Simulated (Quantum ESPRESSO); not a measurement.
# Moments of Fe5Co3 from a parallel start

Does Fe5Co3 keep a moment from a parallel start?

Main program and level: Quantum ESPRESSO 7.5; PBE; plane waves with GBRV 1.5 PBE potentials, no spin-orbit coupling.

## (1) Set-up

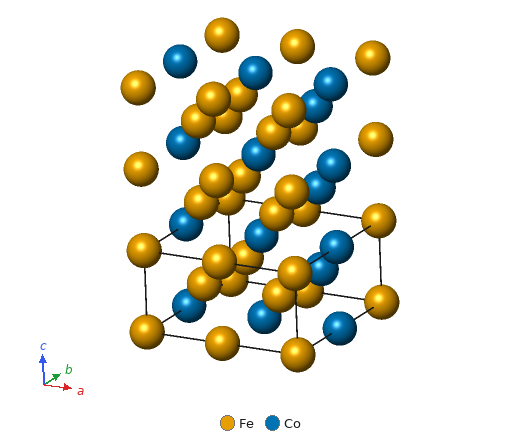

The starting structure, seen slightly off an axis (iron orange, cobalt blue). 1×1×3 cells are drawn. Some periodic images of atoms are drawn too.

The cell was typed by rule, not taken from a database of measured structures.

## (2) Run 1, typed as ferro ++++++++

The signs are those of the starting moments on the seeded atoms, the atoms that are given a moment.

Input file pw.in:

```
&CONTROL
  calculation = 'scf'
  prefix = 'pwscf'
  outdir = './tmp'
  pseudo_dir = './pseudo'
  disk_io = 'nowf'
/
&SYSTEM
  ibrav = 0
  celldm(1) = 8
  nat = 8
  ntyp = 2
  ecutwfc = 40
  ecutrho = 280
  nbnd = 89
  occupations = 'smearing'
  smearing = 'fd'
  degauss = 0.00367493
  nspin = 2
  starting_magnetization(1) = 0.1562
  starting_magnetization(2) = 0.1
/
&ELECTRONS
  conv_thr = 1.6d-08
  electron_maxstep = 150
  mixing_beta = 0.3
/
ATOMIC_SPECIES
Fe     55.8450 fe_pbe_v1.5.uspp.F.UPF
Co     58.9332 co_pbe_v1.2.uspp.F.UPF
CELL_PARAMETERS alat
   1.3476109426238    0.0000000000000    0.0000000000000
   0.0000000000000    1.3476109426238    0.0000000000000
   0.0000000000000    0.0000000000000    0.6738054713119
ATOMIC_POSITIONS crystal
Fe      0.0000000000    0.0000000000    0.0000000000
Fe      0.2500000000    0.2500000000    0.5000000000
Co      0.0000000000    0.5000000000    0.0000000000
Fe      0.2500000000    0.7500000000    0.5000000000
Fe      0.5000000000    0.0000000000    0.0000000000
Fe      0.7500000000    0.2500000000    0.5000000000
Co      0.5000000000    0.5000000000    0.0000000000
Co      0.7500000000    0.7500000000    0.5000000000
K_POINTS automatic
6 6 12 0 0 0
```

The run is started by

```
> OMP_NUM_THREADS=1 mpirun -n 4 pw.x -nk 4 -in pw.in > pw.out
```

Log:

```text
Program PWSCF v.7.5 starts

     Message from routine setup:
     using ibrav=0 with symmetry is DISCOURAGED, use correct ibrav instead

     K-points division:     npool     =       4
     Subspace diagonalization in iterative solution of the eigenvalue problem:

     G-vector sticks info
     --------------------
     sticks:   dense  smooth     PW     G-vecs:    dense   smooth      PW
     Sum        2593    1481    457                49653    21453    3645

     Using Slab Decomposition

     bravais-lattice index     =            0
     lattice parameter (alat)  =       8.0000  a.u.
     unit-cell volume          =     626.5180 (a.u.)^3
     number of atoms/cell      =            8
     number of atomic types    =            2
     number of electrons       =       131.00
     number of Kohn-Sham states=           89
     kinetic-energy cutoff     =      40.0000  Ry
     charge density cutoff     =     280.0000  Ry
     scf convergence threshold =      1.6E-08
     mixing beta               =       0.3000
     number of iterations used =            8  plain     mixing
     Exchange-correlation= SLA  PW   PBE  PBE
                           (   1   4   3   4   0   0   0)

     celldm(1)=   8.000000  celldm(2)=   0.000000  celldm(3)=   0.000000
     celldm(4)=   0.000000  celldm(5)=   0.000000  celldm(6)=   0.000000

     crystal axes: (cart. coord. in units of alat)
               a(1) = (   1.347611   0.000000   0.000000 )
               a(2) = (   0.000000   1.347611   0.000000 )
               a(3) = (   0.000000   0.000000   0.673805 )

     reciprocal axes: (cart. coord. in units 2 pi/alat)
               b(1) = (  0.742054  0.000000  0.000000 )
               b(2) = (  0.000000  0.742054  0.000000 )
               b(3) = (  0.000000  0.000000  1.484108 )

     PseudoPot. # 1 for Fe read from file:
     fe_pbe_v1.5.uspp.F.UPF
     Pseudo is Ultrasoft + core correction, Zval = 16.0
     Generated by new atomic code, or converted to UPF format
     Using radial grid of  861 points,  6 beta functions with:
                l(1) =   0
                l(2) =   0
                l(3) =   1
                l(4) =   1
                l(5) =   2
                l(6) =   2
     Q(r) pseudized with  8 coefficients,  rinner =    1.000   1.000   1.000
                                                       1.000   1.000

     PseudoPot. # 2 for Co read from file:
     co_pbe_v1.2.uspp.F.UPF
     Pseudo is Ultrasoft + core correction, Zval = 17.0
     Generated by new atomic code, or converted to UPF format
     Using radial grid of  863 points,  6 beta functions with:
                l(1) =   0
                l(2) =   0
                l(3) =   1
                l(4) =   1
                l(5) =   2
                l(6) =   2
     Q(r) pseudized with  8 coefficients,  rinner =    1.200   1.200   1.200
                                                       1.200   1.200

     atomic species   valence    mass     pseudopotential
     Fe               16.00    55.84500     Fe( 1.00)
     Co               17.00    58.93320     Co( 1.00)

     Starting magnetic structure
     atomic species   magnetization
     Fe              0.156
     Co              0.100

      4 Sym. Ops. (no inversion) found ( 2 have fractional translation)

   Cartesian axes

     site n.     atom                  positions (alat units)
         1        Fe     tau(   1) = (   0.0000000   0.0000000   0.0000000  )
         2        Fe     tau(   2) = (   0.3369027   0.3369027   0.3369027  )
         3        Co     tau(   3) = (   0.0000000   0.6738055   0.0000000  )
         4        Fe     tau(   4) = (   0.3369027   1.0107082   0.3369027  )
         5        Fe     tau(   5) = (   0.6738055   0.0000000   0.0000000  )
         6        Fe     tau(   6) = (   1.0107082   0.3369027   0.3369027  )
         7        Co     tau(   7) = (   0.6738055   0.6738055   0.0000000  )
         8        Co     tau(   8) = (   1.0107082   1.0107082   0.3369027  )

     number of k points=   112  Fermi-Dirac smearing, width (Ry)=  0.0037

     Number of k-points >= 100: set verbosity='high' to print them.

     Dense  grid:    49653 G-vectors     FFT dimensions: (  60,  60,  30)

     Smooth grid:    21453 G-vectors     FFT dimensions: (  48,  45,  24)

     Check: negative core charge=   -0.000061
     Generating pointlists ...
     new r_m :   0.2407 (alat units)  1.9257 (a.u.) for type    1
     new r_m :   0.2407 (alat units)  1.9257 (a.u.) for type    2

     Initial potential from superposition of free atoms

     starting charge     123.0000, renormalised to     131.0000
     Starting wfcs are  104 randomized atomic wfcs

     Self-consistent Calculation

     iteration #  1     ecut=    40.00 Ry     beta= 0.30
     Davidson diagonalization with overlap
     ethr =  1.00E-02,  avg # of iterations =  2.6

     total energy              =   -2104.11633838 Ry
     estimated scf accuracy    <     116.09128834 Ry

     total magnetization       =     3.53 Bohr mag/cell
     absolute magnetization    =     3.93 Bohr mag/cell

     iteration #  2     ecut=    40.00 Ry     beta= 0.30
     Davidson diagonalization with overlap
     ethr =  1.00E-02,  avg # of iterations =  3.5

     total energy              =   -2132.23742876 Ry
     estimated scf accuracy    <     342.24306883 Ry

     total magnetization       =     2.13 Bohr mag/cell
     absolute magnetization    =     2.18 Bohr mag/cell

     iteration #  3     ecut=    40.00 Ry     beta= 0.30
     Davidson diagonalization with overlap
     ethr =  1.00E-02,  avg # of iterations =  4.2

     total energy              =   -2143.71098746 Ry
     estimated scf accuracy    <      49.44449074 Ry

     total magnetization       =     6.10 Bohr mag/cell
     absolute magnetization    =     6.35 Bohr mag/cell

     [... further iterations left out ...]

     iteration # 27     ecut=    40.00 Ry     beta= 0.30
     Davidson diagonalization with overlap
     ethr =  1.52E-10,  avg # of iterations =  1.4

     total energy              =   -2147.22346233 Ry
     estimated scf accuracy    <       0.00000019 Ry

     total magnetization       =    18.60 Bohr mag/cell
     absolute magnetization    =    19.80 Bohr mag/cell

     iteration # 28     ecut=    40.00 Ry     beta= 0.30
     Davidson diagonalization with overlap
     ethr =  1.47E-10,  avg # of iterations =  1.0

     total energy              =   -2147.22346234 Ry
     estimated scf accuracy    <       0.00000003 Ry

     total magnetization       =    18.60 Bohr mag/cell
     absolute magnetization    =    19.80 Bohr mag/cell

     iteration # 29     ecut=    40.00 Ry     beta= 0.30
     Davidson diagonalization with overlap
     ethr =  2.56E-11,  avg # of iterations =  1.5

     total energy              =   -2147.22346235 Ry
     estimated scf accuracy    <       0.00000008 Ry

     total magnetization       =    18.60 Bohr mag/cell
     absolute magnetization    =    19.80 Bohr mag/cell

     iteration # 30     ecut=    40.00 Ry     beta= 0.30
     Davidson diagonalization with overlap
     ethr =  2.56E-11,  avg # of iterations =  1.0

     Magnetic moment per site  (integrated on atomic sphere of radius R)
     atom   1 (R=0.241)  charge= 14.4010  magn=  2.6130
     atom   2 (R=0.241)  charge= 14.3800  magn=  2.7083
     atom   3 (R=0.241)  charge= 15.5146  magn=  1.8984
     atom   4 (R=0.241)  charge= 14.3784  magn=  2.7067
     atom   5 (R=0.241)  charge= 14.4010  magn=  2.6130
     atom   6 (R=0.241)  charge= 14.3773  magn=  2.7150
     atom   7 (R=0.241)  charge= 15.5146  magn=  1.8984
     atom   8 (R=0.241)  charge= 15.4991  magn=  1.9389

     End of self-consistent calculation

     Number of k-points >= 100: set verbosity='high' to print the bands.

     the Fermi energy is    17.7895 ev

!    total energy              =   -2147.22346235 Ry
     estimated scf accuracy    <          6.5E-09 Ry
     smearing contrib. (-TS)   =      -0.00321211 Ry
     internal energy E=F+TS    =   -2147.22025024 Ry

     The total energy is F=E-TS. E is the sum of the following terms:
     one-electron contribution =   -1063.56664824 Ry
     hartree contribution      =     609.16617067 Ry
     xc contribution           =    -244.25689311 Ry
     ewald contribution        =   -1448.56287955 Ry

     total magnetization       =    18.60 Bohr mag/cell
     absolute magnetization    =    19.80 Bohr mag/cell

     convergence has been achieved in  30 iterations

=------------------------------------------------------------------------------=
   JOB DONE.
=------------------------------------------------------------------------------=
```

It took 11 min on 4 MPI ranks of Intel Xeon at 2.70GHz, shared host; peak memory 1.3 GiB.

Spin moment in the atom's sphere by atom:

```csv
atom,spin moment in the atom's sphere (μB)
Fe1,2.61
Fe2,2.71
Co3,1.90
Fe4,2.71
Fe5,2.61
Fe6,2.71
Co7,1.90
Co8,1.94
```

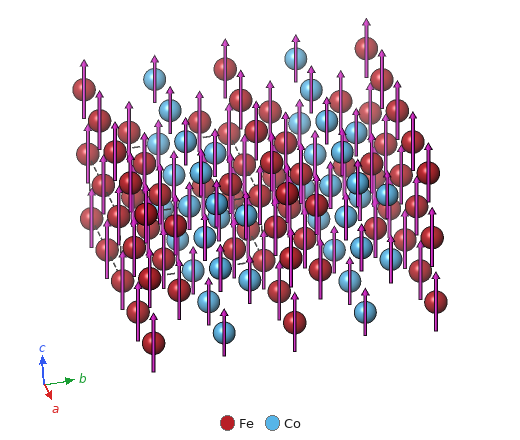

Spin moment in the atom's sphere as arrows, the longest 2.71 μB. Up and down stand for the sign. Arrows give size and sign along the axis of quantisation, drawn up and down the page. 2×2×2 cells are drawn. Some periodic images of atoms are drawn too.

Read from the output:

```
smearing term TS : 0.04370 eV
net moment       : 18.60 μB
integrated |m|   : 19.80 μB
final state      : ferromagnetic
```

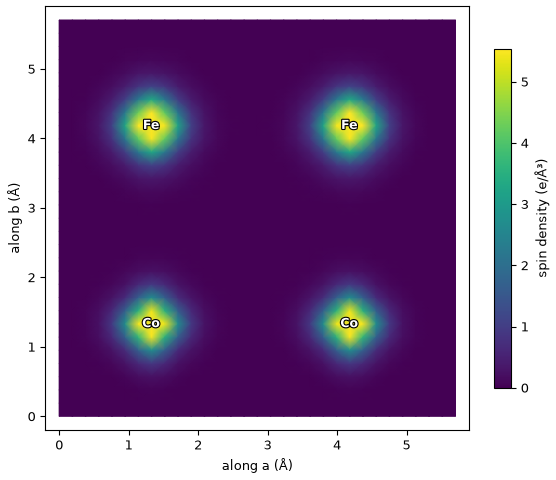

Spin density in the ab plane at fractional z = 0.000, with atoms of Fe and Co within 0.2 Å of it. The map starts off the cell's origin, so that atoms lie inside it.

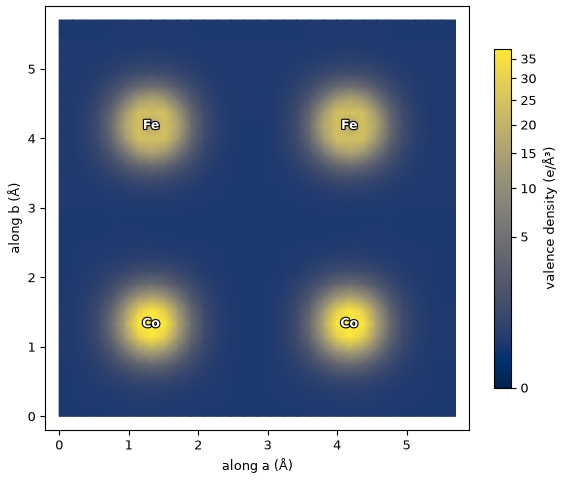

Valence density in the ab plane at fractional z = 0.000, with atoms of Fe and Co within 0.2 Å of it. It is the smooth field of the valence electrons, not physical close to the nuclei. The map starts off the cell's origin, so that atoms lie inside it. The colour scale is stretched toward low values.

## (3) Run 2 (no spin polarisation)

Changes to pw.in since step 2:

```diff
@@ -14,3 +14,3 @@
   ecutrho = 280
-  nbnd = 89
+  nbnd = 81
   occupations = 'smearing'
@@ -18,5 +18,2 @@
   degauss = 0.00367493
-  nspin = 2
-  starting_magnetization(1) = 0.1562
-  starting_magnetization(2) = 0.1
 /
```

Log:

```text
[banner, memory and clock lines left out]
Program PWSCF v.7.5 starts

     Message from routine setup:
     using ibrav=0 with symmetry is DISCOURAGED, use correct ibrav instead

     bravais-lattice index     =            0
     lattice parameter (alat)  =       8.0000  a.u.
     unit-cell volume          =     626.5180 (a.u.)^3
     number of atoms/cell      =            8
     number of atomic types    =            2
     number of electrons       =       131.00
     number of Kohn-Sham states=           81
     kinetic-energy cutoff     =      40.0000  Ry
     charge density cutoff     =     280.0000  Ry
     scf convergence threshold =      1.6E-08
     mixing beta               =       0.3000
     number of iterations used =            8  plain     mixing
     Exchange-correlation= SLA  PW   PBE  PBE
                           (   1   4   3   4   0   0   0)

     celldm(1)=   8.000000  celldm(2)=   0.000000  celldm(3)=   0.000000
     celldm(4)=   0.000000  celldm(5)=   0.000000  celldm(6)=   0.000000

     crystal axes: (cart. coord. in units of alat)
               a(1) = (   1.347611   0.000000   0.000000 )
               a(2) = (   0.000000   1.347611   0.000000 )
               a(3) = (   0.000000   0.000000   0.673805 )

     reciprocal axes: (cart. coord. in units 2 pi/alat)
               b(1) = (  0.742054  0.000000  0.000000 )
               b(2) = (  0.000000  0.742054  0.000000 )
               b(3) = (  0.000000  0.000000  1.484108 )

     PseudoPot. # 1 for Fe read from file:
     fe_pbe_v1.5.uspp.F.UPF
     Pseudo is Ultrasoft + core correction, Zval = 16.0

     PseudoPot. # 2 for Co read from file:
     co_pbe_v1.2.uspp.F.UPF
     Pseudo is Ultrasoft + core correction, Zval = 17.0

     atomic species   valence    mass     pseudopotential
     Fe               16.00    55.84500     Fe( 1.00)
     Co               17.00    58.93320     Co( 1.00)

      4 Sym. Ops. (no inversion) found ( 2 have fractional translation)

   Cartesian axes

     site n.     atom                  positions (alat units)
         1        Fe     tau(   1) = (   0.0000000   0.0000000   0.0000000  )
         2        Fe     tau(   2) = (   0.3369027   0.3369027   0.3369027  )
         3        Co     tau(   3) = (   0.0000000   0.6738055   0.0000000  )
         4        Fe     tau(   4) = (   0.3369027   1.0107082   0.3369027  )
         5        Fe     tau(   5) = (   0.6738055   0.0000000   0.0000000  )
         6        Fe     tau(   6) = (   1.0107082   0.3369027   0.3369027  )
         7        Co     tau(   7) = (   0.6738055   0.6738055   0.0000000  )
         8        Co     tau(   8) = (   1.0107082   1.0107082   0.3369027  )

     number of k points=   112  Fermi-Dirac smearing, width (Ry)=  0.0037

     Number of k-points >= 100: set verbosity='high' to print them.

     Dense  grid:    49653 G-vectors     FFT dimensions: (  60,  60,  30)

     Smooth grid:    21453 G-vectors     FFT dimensions: (  48,  45,  24)

     Check: negative core charge=   -0.000061

     Initial potential from superposition of free atoms

     starting charge     123.0000, renormalised to     131.0000
     Starting wfcs are  104 randomized atomic wfcs

     Self-consistent Calculation

     iteration #  1     ecut=    40.00 Ry     beta= 0.30
     Davidson diagonalization with overlap
     ethr =  1.00E-02,  avg # of iterations =  2.4

     total energy              =   -2102.12137788 Ry
     estimated scf accuracy    <     119.86620409 Ry

     iteration #  2     ecut=    40.00 Ry     beta= 0.30
     Davidson diagonalization with overlap
     ethr =  1.00E-02,  avg # of iterations =  4.4

     total energy              =   -2132.38519454 Ry
     estimated scf accuracy    <     357.32254703 Ry

     [... further iterations left out ...]

     iteration # 34     ecut=    40.00 Ry     beta= 0.30
     Davidson diagonalization with overlap
     ethr =  1.51E-11,  avg # of iterations =  1.0

     total energy              =   -2146.86802236 Ry
     estimated scf accuracy    <       0.00000002 Ry

     iteration # 35     ecut=    40.00 Ry     beta= 0.30
     Davidson diagonalization with overlap
     ethr =  1.26E-11,  avg # of iterations =  1.0

     End of self-consistent calculation

     Number of k-points >= 100: set verbosity='high' to print the bands.

     the Fermi energy is    17.4369 ev

!    total energy              =   -2146.86802236 Ry
     estimated scf accuracy    <          4.6E-09 Ry
     smearing contrib. (-TS)   =      -0.01937086 Ry
     internal energy E=F+TS    =   -2146.84865149 Ry

     The total energy is F=E-TS. E is the sum of the following terms:
     one-electron contribution =   -1063.41616759 Ry
     hartree contribution      =     608.14953015 Ry
     xc contribution           =    -243.01913450 Ry
     ewald contribution        =   -1448.56287955 Ry

     convergence has been achieved in  35 iterations
```

It took 7.4 min on 4 MPI ranks; peak memory 0.84 GiB; 30 min of CPU time.

Numbers from this step:

- smearing term TS: 0.2636 eV
- final state: non-magnetic (no spin polarisation)

## (4) Ranking

An order is kept where moments of 0.15 μB or more survive with the typed signs; meshes match where a doubled cell samples the same k points as the first cell.

Orders:

```csv
start,final state,typed order kept,energy over the lowest (meV a seeded atom),largest site moment (μB),net moment (μB a cell of the first run),mesh matched,CPU time (s)
ferro ++++++++,ferromagnetic,yes,0,2.715,18.6,yes,2683
no spin polarisation,non-magnetic,-,604.5,0,0,yes,1775
```

## (5) Summary of results

* state found: ferromagnetic (from ferro ++++++++)
* largest site moment: 2.71 μB
* state without moments: 605 meV a seeded atom higher

In words: No opposed start was run, so this says nothing of the order that the crystal takes. The cell was built by rule and the atoms were not relaxed, which can move these energies.

[Logs and program files are shortened in this print: banners, set-up blocks, solver, clock and traceback lines can be left out without a mark of their own.]

[Logs are printed without paths, hosts, clocks, repeated set-up lines and the standing remarks that a program may print on its own settings, such as how far it seeks lower states.]

[Hosts, paths, dates, database ids (printed as entryN), source tags and the programs' standing remarks are cut or masked in the printed files.]

[Where a cell is said to come from a database of computed structures, the database is the Materials Project.]
